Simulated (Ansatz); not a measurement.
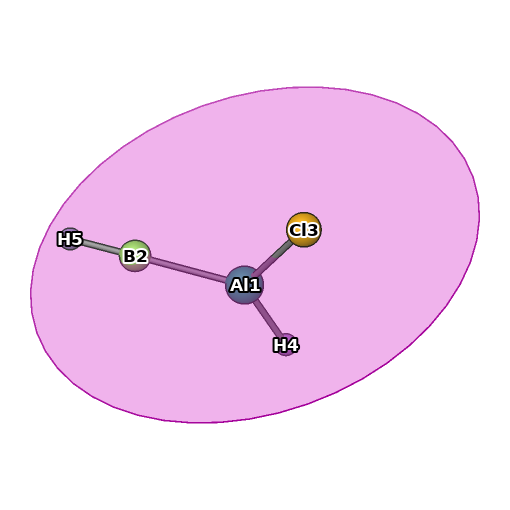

A disc through the centre of mass is drawn in. Atoms fade into the background with distance from the viewer. The species is neutral and a spin doublet. The computed structure is the end point of a PBE-D4/def2-SVP optimisation. No frequency run is at hand to confirm it as a minimum.

Is the plane of the disc a mirror plane of the structure?

No. The point group is Cs, with 1 mirror plane, and this plane isn't one of its mirror planes.
